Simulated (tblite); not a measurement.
**Run report: C4H21ClOSi6, geometry relaxation (part 3 of 3)**

C4H21ClOSi6; GFN2-xTB geometry optimisation, gas phase (tblite 0.8.0). The run did not end well.

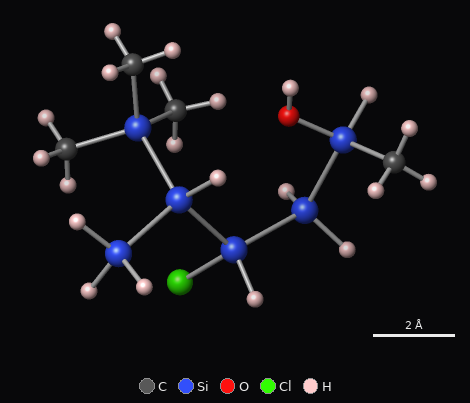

**Figure 1.** The geometry at step 443 of the log (ball-and-stick view, seen at a tilt).

Trajectory as extended XYZ, continued:
```
33
Properties=species:S:1:pos:R:3:forces:R:3 step=295 energy=-1042.02450
C     4.9382    0.3897   -0.7482   -0.0010   0.0010  -0.0010
Si    3.1182    0.0394   -1.1833    0.0000   0.0030   0.0000
O     2.1425    1.1231   -0.4285   -0.0030   0.0000   0.0030
Si    2.2731   -1.9036   -0.2834   -0.0020   0.0010  -0.0020
Si    0.8658   -1.4665    1.5303    0.0000   0.0050   0.0090
Cl   -0.2020   -3.2167    1.8964    0.0000  -0.0010  -0.0040
Si   -0.7838    0.1980    1.4885    0.0020  -0.0010   0.0030
Si   -2.1590    0.1902    3.3785   -0.0020   0.0000   0.0010
Si   -1.9743    0.1322   -0.5401    0.0000   0.0050  -0.0010
C    -0.8102   -0.0435   -2.0473   -0.0040   0.0000  -0.0020
C    -3.0165    1.7182   -0.7856    0.0000  -0.0020  -0.0020
C    -3.1622   -1.3639   -0.5340    0.0030   0.0030   0.0010
H     5.0896    0.3749    0.3281    0.0020   0.0000   0.0010
H     5.5958   -0.3582   -1.1786    0.0010  -0.0020  -0.0010
H     5.2720    1.3598   -1.1098   -0.0020   0.0000   0.0010
H     3.0087    0.2653   -2.6358    0.0050  -0.0010  -0.0020
H     2.2870    2.0639   -0.4923    0.0000   0.0000   0.0010
H     1.5482   -2.6665   -1.3183    0.0000  -0.0010   0.0010
H     3.3842   -2.8217    0.0452    0.0050   0.0000   0.0010
H     1.6953   -1.3831    2.7510   -0.0030  -0.0020  -0.0050
H    -0.0150    1.4671    1.5372    0.0020  -0.0030  -0.0010
H    -3.1462    1.2786    3.3704    0.0020  -0.0030  -0.0010
H    -1.4345    0.3238    4.6468    0.0020   0.0020  -0.0030
H    -2.9307   -1.0505    3.4717   -0.0010   0.0010  -0.0010
H     0.0190    0.6528   -1.9778    0.0020  -0.0040   0.0010
H    -1.3233    0.1473   -2.9860   -0.0050  -0.0020  -0.0050
H    -0.3887   -1.0426   -2.1019    0.0020  -0.0010   0.0050
H    -3.7151    1.8591    0.0341    0.0040   0.0010  -0.0020
H    -2.3809    2.5978   -0.8269   -0.0010  -0.0030   0.0020
H    -3.5942    1.6889   -1.7057   -0.0020   0.0030   0.0020
H    -3.9328   -1.2511    0.2230   -0.0040  -0.0010  -0.0010
H    -2.6255   -2.2825   -0.3154    0.0030  -0.0010  -0.0020
H    -3.6596   -1.4974   -1.4906   -0.0040   0.0010   0.0030
33
Properties=species:S:1:pos:R:3:forces:R:3 step=344 energy=-1042.02641
C     4.8942    0.4898   -0.6539   -0.0040  -0.0020  -0.0030
Si    3.1188    0.0487   -1.1813    0.0010   0.0030   0.0020
O     2.0507    1.0878   -0.4920    0.0020   0.0010  -0.0020
Si    2.3227   -1.9260   -0.3063   -0.0030   0.0000   0.0030
Si    0.8656   -1.5428    1.4816   -0.0010   0.0100   0.0000
Cl   -0.2548   -3.2794    1.7297    0.0010  -0.0040   0.0010
Si   -0.7422    0.1612    1.4639    0.0030   0.0010   0.0000
Si   -2.1066    0.2020    3.3620    0.0030  -0.0040  -0.0050
Si   -1.9651    0.1221   -0.5455    0.0000  -0.0060  -0.0060
C    -0.8498   -0.1477   -2.0755    0.0010   0.0000   0.0030
C    -2.9316    1.7558   -0.7829    0.0020   0.0000  -0.0020
C    -3.2280   -1.3097   -0.4869   -0.0030  -0.0010   0.0030
H     4.9976    0.4676    0.4282   -0.0030   0.0000  -0.0070
H     5.6093   -0.2164   -1.0629    0.0030   0.0060   0.0040
H     5.1909    1.4815   -0.9883    0.0020  -0.0040   0.0020
H     3.0791    0.2578   -2.6400    0.0010   0.0010  -0.0020
H     2.1455    2.0343   -0.5619    0.0040   0.0000   0.0010
H     1.6512   -2.7124   -1.3588   -0.0030   0.0000  -0.0030
H     3.4600   -2.8019    0.0478    0.0030  -0.0010   0.0000
H     1.6590   -1.5337    2.7285   -0.0010  -0.0040   0.0040
H     0.0567    1.4113    1.5129    0.0000  -0.0020   0.0020
H    -3.1027    1.2812    3.3152    0.0010  -0.0020   0.0040
H    -1.3787    0.3908    4.6215   -0.0010  -0.0010  -0.0020
H    -2.8684   -1.0399    3.5070    0.0020   0.0000   0.0010
H    -0.0097    0.5390   -2.0689   -0.0010  -0.0010  -0.0010
H    -1.3891   -0.0028   -3.0080    0.0010   0.0000   0.0050
H    -0.4423   -1.1544   -2.0856   -0.0040   0.0020   0.0020
H    -3.5908    1.9421    0.0599   -0.0030   0.0050  -0.0030
H    -2.2531    2.6000   -0.8581    0.0000   0.0050  -0.0030
H    -3.5439    1.7463   -1.6806    0.0020  -0.0010  -0.0030
H    -3.9415   -1.1726    0.3205   -0.0050   0.0000   0.0030
H    -2.7267   -2.2585   -0.3191   -0.0020  -0.0010   0.0020
H    -3.7932   -1.3989   -1.4104    0.0010   0.0000  -0.0020
33
Properties=species:S:1:pos:R:3:forces:R:3 step=394 energy=-1042.03440
C     4.7059    0.7940   -0.3489    0.0030   0.0010   0.0060
Si    3.1517    0.1189   -1.2154   -0.0010  -0.0180  -0.0140
O     1.8526    1.0538   -0.8514    0.0070   0.0050   0.0130
Si    2.4177   -1.9155   -0.4211    0.0070   0.0040  -0.0040
Si    0.8696   -1.7008    1.3211    0.0090   0.0120   0.0000
Cl   -0.3154   -3.4121    1.2967    0.0100   0.0130   0.0030
Si   -0.6823    0.0543    1.4250    0.0130  -0.0060  -0.0160
Si   -1.9325    0.0422    3.3988    0.0040  -0.0070  -0.0020
Si   -1.9702    0.1133   -0.5444   -0.0040  -0.0070  -0.0040
C    -0.9818   -0.5331   -2.0483   -0.0020  -0.0010   0.0070
C    -2.6063    1.8713   -0.9549    0.0040  -0.0170   0.0030
C    -3.4863   -1.0224   -0.2834    0.0010   0.0070   0.0030
H     4.5665    0.8383    0.7279   -0.0130   0.0110   0.0160
H     5.5675    0.1626   -0.5359    0.0040  -0.0200  -0.0150
H     4.9630    1.7954   -0.6860   -0.0040   0.0110   0.0070
H     3.4190    0.2663   -2.6582   -0.0030   0.0010  -0.0100
H     1.8753    2.0030   -0.9422   -0.0120   0.0000   0.0010
H     1.8463   -2.7044   -1.5288    0.0030   0.0020   0.0090
H     3.5973   -2.7229   -0.0406   -0.0100  -0.0030   0.0020
H     1.5911   -1.8680    2.6021   -0.0100  -0.0040  -0.0170
H     0.1687    1.2674    1.5075    0.0100   0.0170  -0.0070
H    -3.0314    1.0164    3.3947   -0.0050   0.0080  -0.0040
H    -1.1367    0.3512    4.5919   -0.0060   0.0000   0.0060
H    -2.5508   -1.2612    3.6443   -0.0050  -0.0090   0.0010
H    -0.0408   -0.0018   -2.1507   -0.0030   0.0040   0.0090
H    -1.5285   -0.4195   -2.9809   -0.0050  -0.0070   0.0080
H    -0.7477   -1.5875   -1.9324   -0.0130   0.0030   0.0040
H    -3.2029    2.2708   -0.1399    0.0070   0.0010  -0.0050
H    -1.7794    2.5552   -1.1205   -0.0020  -0.0090   0.0040
H    -3.2247    1.8827   -1.8489    0.0070   0.0000   0.0100
H    -4.1154   -0.6565    0.5236   -0.0010  -0.0090  -0.0030
H    -3.1683   -2.0268   -0.0180   -0.0050   0.0100  -0.0070
H    -4.1078   -1.1023   -1.1709    0.0150   0.0090  -0.0050
33
Properties=species:S:1:pos:R:3:forces:R:3 step=443 energy=-1042.04058
C     4.4713    0.9752   -0.1642   -0.0030  -0.0120   0.0000
Si    3.1239    0.1674   -1.2395   -0.0060   0.0040  -0.0120
O     1.7006    0.9619   -1.0420    0.0060   0.0080  -0.0020
Si    2.4779   -1.9215   -0.5154    0.0070  -0.0010   0.0050
Si    0.9367   -1.7708    1.2382    0.0120   0.0070   0.0130
Cl   -0.2551   -3.4714    1.1727   -0.0060  -0.0130   0.0070
Si   -0.6016   -0.0122    1.4069   -0.0120  -0.0020  -0.0020
Si   -1.8336   -0.0550    3.3949    0.0100  -0.0060  -0.0130
Si   -1.9273    0.1002   -0.5337    0.0050  -0.0030   0.0090
C    -1.0927   -0.7829   -2.0078   -0.0010   0.0040  -0.0030
C    -2.3144    1.9093   -1.0210    0.0010  -0.0090  -0.0010
C    -3.5793   -0.8069   -0.2114    0.0030   0.0070   0.0060
H     4.1552    1.0284    0.8751    0.0040   0.0130  -0.0120
H     5.3931    0.4033   -0.1929   -0.0040   0.0020  -0.0100
H     4.7089    1.9861   -0.4872   -0.0060  -0.0030   0.0140
H     3.5528    0.3587   -2.6383    0.0050  -0.0020   0.0170
H     1.6280    1.9057   -1.1582   -0.0060   0.0030   0.0030
H     1.9346   -2.7024   -1.6400   -0.0130  -0.0080  -0.0090
H     3.6788   -2.7006   -0.1477    0.0120   0.0000   0.0010
H     1.6677   -1.9749    2.5078   -0.0060  -0.0070  -0.0040
H     0.2609    1.1948    1.4892   -0.0040   0.0060   0.0120
H    -2.9683    0.8779    3.3864   -0.0040   0.0050  -0.0050
H    -1.0518    0.2956    4.5858    0.0040  -0.0030   0.0000
H    -2.4006   -1.3798    3.6544    0.0030   0.0050  -0.0050
H    -0.1032   -0.3805   -2.1999    0.0010   0.0020   0.0100
H    -1.6718   -0.6888   -2.9225   -0.0050  -0.0020  -0.0090
H    -0.9838   -1.8438   -1.7998    0.0160   0.0110  -0.0060
H    -2.8217    2.4305   -0.2142    0.0060  -0.0080  -0.0060
H    -1.4011    2.4548   -1.2379   -0.0050  -0.0080  -0.0020
H    -2.9500    1.9700   -1.9000    0.0020   0.0010  -0.0040
H    -4.1433   -0.3431    0.5930    0.0030  -0.0080  -0.0020
H    -3.3913   -1.8387    0.0725   -0.0180   0.0130   0.0050
H    -4.2164   -0.8240   -1.0914    0.0000   0.0040   0.0050
33
Properties=species:S:1:pos:R:3:forces:R:3 step=492 energy=-1042.04436
C     4.2807    1.0815   -0.0660   -0.0020   0.0010   0.0000
Si    3.0708    0.2086   -1.2485   -0.0020  -0.0050   0.0000
O     1.5954    0.9223   -1.1556    0.0010   0.0020   0.0020
Si    2.5030   -1.9180   -0.5658    0.0120  -0.0020  -0.0050
Si    0.9914   -1.8328    1.2176   -0.0070   0.0060   0.0090
Cl   -0.1700   -3.5537    1.1597   -0.0070   0.0010   0.0010
Si   -0.5569   -0.0816    1.4057    0.0070   0.0010   0.0030
Si   -1.7849   -0.1443    3.3936    0.0030  -0.0050  -0.0030
Si   -1.8814    0.0829   -0.5314    0.0000   0.0070  -0.0010
C    -1.1452   -0.9210   -1.9794    0.0020  -0.0030   0.0010
C    -2.1050    1.8932   -1.1069    0.0000   0.0040  -0.0020
C    -3.6188   -0.6232   -0.1577   -0.0040   0.0000   0.0030
H     3.8853    1.1009    0.9467   -0.0010  -0.0020   0.0000
H     5.2364    0.5691   -0.0318    0.0000   0.0010  -0.0060
H     4.4768    2.1106   -0.3574    0.0000   0.0010  -0.0030
H     3.5974    0.4344   -2.6077   -0.0010   0.0030   0.0080
H     1.4806    1.8628   -1.2641    0.0000  -0.0010   0.0020
H     1.9544   -2.6961   -1.6905    0.0020   0.0010  -0.0010
H     3.7379   -2.6631   -0.2398   -0.0060   0.0040  -0.0010
H     1.7417   -2.0376    2.4749   -0.0010   0.0010   0.0000
H     0.3069    1.1239    1.5168    0.0020  -0.0020  -0.0010
H    -2.9137    0.7957    3.3979   -0.0010   0.0020   0.0020
H    -0.9970    0.1864    4.5862    0.0010  -0.0010  -0.0010
H    -2.3572   -1.4691    3.6388   -0.0030  -0.0010  -0.0040
H    -0.1581   -0.5536   -2.2418    0.0000   0.0000  -0.0030
H    -1.7670   -0.8706   -2.8694    0.0040  -0.0030  -0.0010
H    -1.0454   -1.9686   -1.7105   -0.0010  -0.0030   0.0000
H    -2.5383    2.5051   -0.3212    0.0030  -0.0050   0.0040
H    -1.1503    2.3338   -1.3756    0.0000   0.0000   0.0000
H    -2.7552    1.9668   -1.9744    0.0000   0.0010  -0.0020
H    -4.1075   -0.0769    0.6439    0.0010  -0.0010   0.0070
H    -3.5518   -1.6625    0.1503   -0.0030   0.0000   0.0000
H    -4.2723   -0.5828   -1.0246    0.0010  -0.0040  -0.0060
33
Properties=species:S:1:pos:R:3:forces:R:3 step=542 energy=-1042.04610
C     4.2986    1.0881   -0.1174    0.0040   0.0030   0.0000
Si    3.0283    0.2194   -1.2374    0.0010   0.0040   0.0020
O     1.5567    0.9237   -1.0475    0.0010   0.0010   0.0020
Si    2.5058   -1.9140   -0.5402   -0.0030   0.0010   0.0010
Si    0.9850   -1.8234    1.2353   -0.0120   0.0070  -0.0020
Cl   -0.2036   -3.5252    1.1432   -0.0040  -0.0080   0.0050
Si   -0.5540   -0.0635    1.4114    0.0000  -0.0070  -0.0040
Si   -1.8111   -0.1612    3.3792   -0.0030  -0.0040   0.0080
Si   -1.8585    0.0886   -0.5413   -0.0020   0.0010   0.0100
C    -1.1227   -0.9434   -1.9702   -0.0030  -0.0020   0.0010
C    -2.0784    1.8892   -1.1486   -0.0020  -0.0040   0.0020
C    -3.5973   -0.6071   -0.1502    0.0000  -0.0010   0.0000
H     3.9921    1.0433    0.9248   -0.0030   0.0000  -0.0020
H     5.2737    0.6182   -0.1896    0.0030  -0.0020  -0.0030
H     4.4261    2.1372   -0.3731    0.0040   0.0040  -0.0030
H     3.4721    0.4709   -2.6214   -0.0010  -0.0030   0.0040
H     1.4345    1.8666   -1.1211   -0.0020  -0.0020  -0.0010
H     1.9714   -2.7097   -1.6587    0.0010  -0.0030  -0.0090
H     3.7487   -2.6385   -0.2029    0.0080   0.0040   0.0000
H     1.7143   -2.0517    2.5001    0.0070  -0.0010   0.0040
H     0.3006    1.1436    1.5569    0.0070   0.0030  -0.0030
H    -2.8657    0.8596    3.4429    0.0000   0.0010  -0.0010
H    -1.0138    0.0260    4.5965    0.0000   0.0020   0.0010
H    -2.4863   -1.4511    3.5315   -0.0030   0.0010  -0.0040
H    -0.1487   -0.5631   -2.2611    0.0020  -0.0050   0.0040
H    -1.7585   -0.9373   -2.8515   -0.0060   0.0050  -0.0020
H    -0.9958   -1.9792   -1.6692    0.0020  -0.0040   0.0010
H    -2.4677    2.5233   -0.3577    0.0050   0.0030  -0.0010
H    -1.1302    2.3086   -1.4697   -0.0050   0.0010   0.0020
H    -2.7660    1.9538   -1.9875    0.0030   0.0020  -0.0010
H    -4.0719   -0.0605    0.6599   -0.0010   0.0040  -0.0070
H    -3.5335   -1.6474    0.1555    0.0030  -0.0010  -0.0050
H    -4.2610   -0.5617   -1.0091    0.0010   0.0000   0.0010
```
